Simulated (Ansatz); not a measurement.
**Geometry relaxation of SiCl2OF**

- system: SiCl2OF, multiplicity 2
- method: UKS PBE0-D4/def2-TZVP (Ansatz 0.2.0)

The geometry: PBE-D4/def2-SVP start. Figures and captions count atoms from 1; the log counts them from 0 in places.

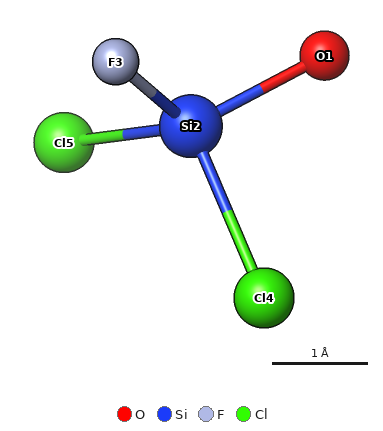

Fig. 1: The starting structure (ball-and-stick view, seen at a tilt; atoms are numbered from 1 in the order of the input). Bond lengths as drawn: Cl–Si 2.04 to 2.06 Å, F–Si 1.62 Å and O–Si 1.65 Å.

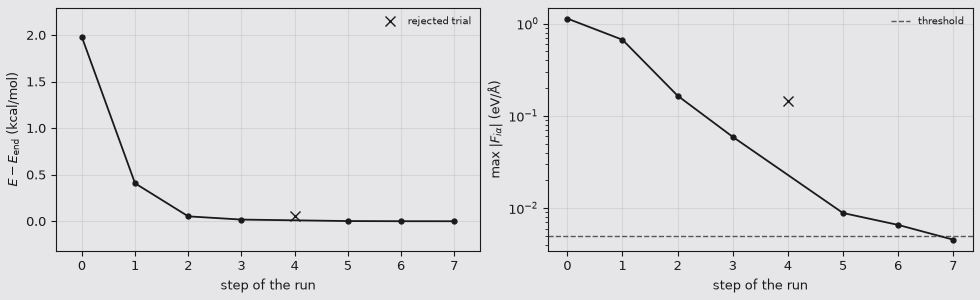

Fig. 2: Progress of the relaxation, step by step (the first geometry is step 0 here and step 1 in the log).

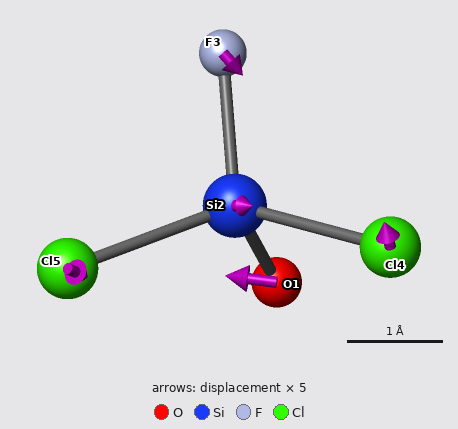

Fig. 3: The starting structure with the displacements as pink arrows, magnified 5 times (ball-and-stick view, seen at a tilt). The two geometries are laid on each other by the best rigid fit. The atom that moves furthest after the best rigid fit is O1 (0.11 Å). Largest moves by element: O 0.11 Å, Cl 0.08 Å, F 0.06 Å, Si 0.05 Å. Distances before and after: Si2–Cl4 2.060 → 2.012 Å, Si2–F3 1.618 → 1.574 Å, Si2–Cl5 2.043 → 2.011 Å, O1–Si2 1.650 → 1.643 Å. Among the angles that change: O1–Si2–Cl4 98.9° → 105.6°, O1–Si2–Cl5 113.4° → 107.2°, O1–Si2–F3 115.5° → 113.3°. The energy falls by 1.98 kcal/mol in 7 geometry steps. The largest force component goes from 1.1 to 0.0046 eV/Å. The line search rejected the trial step at point 4 (counted from 0) and went back. (Atoms are counted from 1 in the order of the input.)

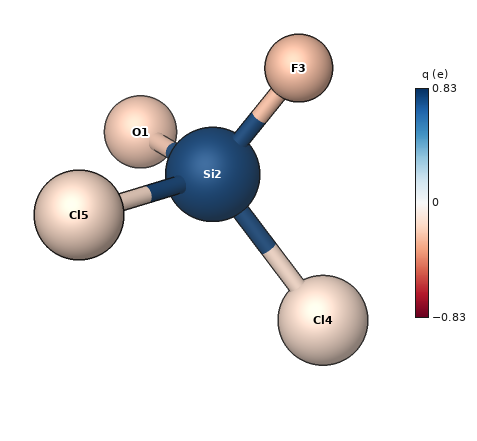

Fig. 4: Mulliken charges, as the colour of each atom (ball-and-stick view, seen at a tilt; atoms are numbered from 1 in the order of the input). By element: O −0.23, Si +0.79, F −0.25 and Cl −0.15 e.

These pictures come from the run below.

### The input
```yaml
crystal:
  periodic: [false, false, false]
  atoms:
    - {symbol: O, position_ang: [1.161298, -1.210536, 0.303257]}
    - {symbol: Si, position_ang: [0.035264, -0.021317, 0.103584]}
    - {symbol: F, position_ang: [-0.957524, 0.216395, 1.358418]}
    - {symbol: Cl, position_ang: [-1.037230, -0.852481, -1.446095]}
    - {symbol: Cl, position_ang: [0.847992, 1.794438, -0.360663]}
basis:
  gaussian: {orbitals: def2-TZVP}
magnetization: {spin_polarized: true, initial_magnetization: 1}
hamiltonian: {xc: pbe0, dispersion: d4}
relax: {f_tol: 0.005, max_steps: 150}
```

### Output
```
Functional definition: PBE0
  name "PBE0"
  cite "Adamo & Barone, J. Chem. Phys. 110, 6158 (1999) doi:10.1063/1.478522"
  cite "Perdew, Burke & Ernzerhof, Phys. Rev. Lett. 77, 3865 (1996) doi:10.1103/PhysRevLett.77.3865"
  parent pbe
  parameter a = 0.25
  parameter kappa = 0.804
  parameter beta = 0.06672455060314922
  exchange = (1 - a)*pbe_x(kappa = kappa, mu = beta*pi^2/3) + a*exact_x
  correlation = pbe_c(beta = beta)
1111 factors; their error is unknown
mean field evaluation 1: about -37664.4405 eV, gradient 5.2e1 eV
mean field evaluation 2: about -37515.1636 eV, gradient 1.4e2 eV
mean field evaluation 4: about -37674.4184 eV, gradient 2.6e1 eV
mean field evaluation 8: about -37677.1371 eV, gradient 5.6e-1 eV
mean field evaluation 16: about -37677.2670 eV, gradient 4.3e-2 eV
mean field evaluation 32: about -37677.2671 eV, gradient 6.8e-5 eV
mean field -37677.26705770 eV, -1384.6140258017 hartree, gradient 1.7e-6 eV, S^2 0.754204; 2 other end points of the search recorded, 0 dependent functions left out
the calculation of the forces begins
reference -37677.26708259 eV, -1384.6140267163 hartree; 33, 32 occupied and 140, 141 virtual orbitals, 1111 factors
relax step   1: F+E_penalty+E_count = -37677.41472829 eV  Δ(F+E_penalty+E_count) = +0.000e0 eV  max|allowed force component| = 1.138e0 eV/Å  Δτ_max = 0.0000 Å  (126 SCF iters, accepted)
these checks for a lower state are left out or cut short: starts, cluster_reference, orbital_swaps, neighbouring_geometries, increment
1111 factors; their error is unknown
mean field -37677.33404754 eV, -1384.6164876329 hartree, gradient 1.1e-5 eV, S^2 0.753820; 0 other end points of the search recorded, 0 dependent functions left out
the calculation of the forces begins
reference -37677.33407231 eV, -1384.6164885430 hartree; 33, 32 occupied and 140, 141 virtual orbitals, 1111 factors
relax step   2: F+E_penalty+E_count = -37677.48288148 eV  Δ(F+E_penalty+E_count) = -6.815e-2 eV  max|allowed force component| = 6.707e-1 eV/Å  Δτ_max = 0.0514 Å  (61 SCF iters, accepted)
these checks for a lower state are left out or cut short: starts, cluster_reference, orbital_swaps, neighbouring_geometries, increment
1111 factors; their error is unknown
mean field evaluation 64: about -37677.3493 eV, gradient 4.1e-3 eV
mean field -37677.34931642 eV, -1384.6170487537 hartree, gradient 2.8e-6 eV, S^2 0.753729; 0 other end points of the search recorded, 0 dependent functions left out
the calculation of the forces begins
reference -37677.34934123 eV, -1384.6170496657 hartree; 33, 32 occupied and 140, 141 virtual orbitals, 1111 factors
relax step   3: F+E_penalty+E_count = -37677.49828175 eV  Δ(F+E_penalty+E_count) = -1.540e-2 eV  max|allowed force component| = 1.659e-1 eV/Å  Δτ_max = 0.0304 Å  (59 SCF iters, accepted)
these checks for a lower state are left out or cut short: starts, cluster_reference, orbital_swaps, neighbouring_geometries, increment
1111 factors; their error is unknown
mean field -37677.35091437 eV, -1384.6171074775 hartree, gradient 2.4e-6 eV, S^2 0.753615; 0 other end points of the search recorded, 0 dependent functions left out
the calculation of the forces begins
reference -37677.35093920 eV, -1384.6171083900 hartree; 33, 32 occupied and 140, 141 virtual orbitals, 1111 factors
relax step   4: F+E_penalty+E_count = -37677.49978747 eV  Δ(F+E_penalty+E_count) = -1.506e-3 eV  max|allowed force component| = 5.941e-2 eV/Å  Δτ_max = 0.0371 Å  (65 SCF iters, accepted)
these checks for a lower state are left out or cut short: starts, cluster_reference, orbital_swaps, neighbouring_geometries, increment
1111 factors; their error is unknown
mean field evaluation 96: about -37677.3491 eV, gradient 2.5e-4 eV
mean field -37677.34909745 eV, -1384.6170407067 hartree, gradient 7.3e-7 eV, S^2 0.753597; 0 other end points of the search recorded, 0 dependent functions left out
the calculation of the forces begins
reference -37677.34912228 eV, -1384.6170416192 hartree; 33, 32 occupied and 140, 141 virtual orbitals, 1111 factors
relax step   5: F+E_penalty+E_count = -37677.49799998 eV  Δ(F+E_penalty+E_count) = +1.787e-3 eV  max|allowed force component| = 1.450e-1 eV/Å  Δτ_max = 0.0235 Å  (63 SCF iters, rejected (line search))
these checks for a lower state are left out or cut short: starts, cluster_reference, orbital_swaps, neighbouring_geometries, increment
1111 factors; their error is unknown
mean field -37677.35158142 eV, -1384.6171319909 hartree, gradient 3.6e-6 eV, S^2 0.753610; 0 other end points of the search recorded, 0 dependent functions left out
the calculation of the forces begins
reference -37677.35160625 eV, -1384.6171329036 hartree; 33, 32 occupied and 140, 141 virtual orbitals, 1111 factors
relax step   6: F+E_penalty+E_count = -37677.50047539 eV  Δ(F+E_penalty+E_count) = -6.879e-4 eV  max|allowed force component| = 8.864e-3 eV/Å  Δτ_max = 0.0089 Å  (56 SCF iters, accepted)
these checks for a lower state are left out or cut short: starts, cluster_reference, orbital_swaps, neighbouring_geometries, increment
1111 factors; their error is unknown
mean field evaluation 128: about -37677.3516 eV, gradient 1.9e-5 eV
mean field -37677.35164350 eV, -1384.6171342725 hartree, gradient 2.7e-6 eV, S^2 0.753602; 0 other end points of the search recorded, 0 dependent functions left out
the calculation of the forces begins
reference -37677.35166833 eV, -1384.6171351851 hartree; 33, 32 occupied and 140, 141 virtual orbitals, 1111 factors
relax step   7: F+E_penalty+E_count = -37677.50054349 eV  Δ(F+E_penalty+E_count) = -6.810e-5 eV  max|allowed force component| = 6.587e-3 eV/Å  Δτ_max = 0.0098 Å  (57 SCF iters, accepted)
these checks for a lower state are left out or cut short: starts, cluster_reference, orbital_swaps, neighbouring_geometries, increment
1111 factors; their error is unknown
mean field -37677.35166641 eV, -1384.6171351144 hartree, gradient 1.0e-6 eV, S^2 0.753599; 0 other end points of the search recorded, 0 dependent functions left out
the calculation of the forces begins
reference -37677.35169124 eV, -1384.6171360269 hartree; 33, 32 occupied and 140, 141 virtual orbitals, 1111 factors
relax step   8: F+E_penalty+E_count = -37677.50056003 eV  Δ(F+E_penalty+E_count) = -1.654e-5 eV  max|allowed force component| = 4.556e-3 eV/Å  Δτ_max = 0.0066 Å  (91 SCF iters, accepted)
1111 factors; their error is unknown
mean field evaluation 160: about -37677.3516 eV, gradient 1.4e-2 eV
mean field -37677.35166641 eV, -1384.6171351144 hartree, gradient 1.0e-6 eV, S^2 0.753599; 3 other end points of the search recorded, 0 dependent functions left out
the calculation of the forces begins
reference -37677.35169124 eV, -1384.6171360269 hartree; 33, 32 occupied and 140, 141 virtual orbitals, 1111 factors
Total energy: -37677.50058486 eV, -1384.6226077664 hartree
Atom 0 at     1.205179    -1.120893     0.351019 Å, force    -0.000432     0.000676     0.001420 eV/Å
Atom 1 at     0.001992    -0.037316     0.071864 Å, force     0.000702    -0.000568    -0.004556 eV/Å
Atom 2 at    -0.944508     0.175525     1.311101 Å, force    -0.000678    -0.000713     0.002170 eV/Å
Atom 3 at    -1.088599    -0.815843    -1.428500 Å, force     0.000834     0.001574     0.001290 eV/Å
Atom 4 at     0.875736     1.725026    -0.346984 Å, force    -0.000426    -0.000969    -0.000323 eV/Å
Dipole moment:    -0.062434     0.111531    -0.138896 e Å
```

### Key numbers

- outcome: converged
- total energy: −37677.5006 eV
- mean-field energy: −37677.3517 eV
- dispersion energy: −0.1489 eV
- ⟨S²⟩: 0.754
- SCF solution under orbital rotations: stable
- largest force (length of the vector) at the end: 0.005 eV/Å
- dipole moment: 0.91 D
- hardware: 4 CPU threads, shared host
- wall time: 95 s (CPU time 5.9 min)
- peak memory: 0.87 GiB
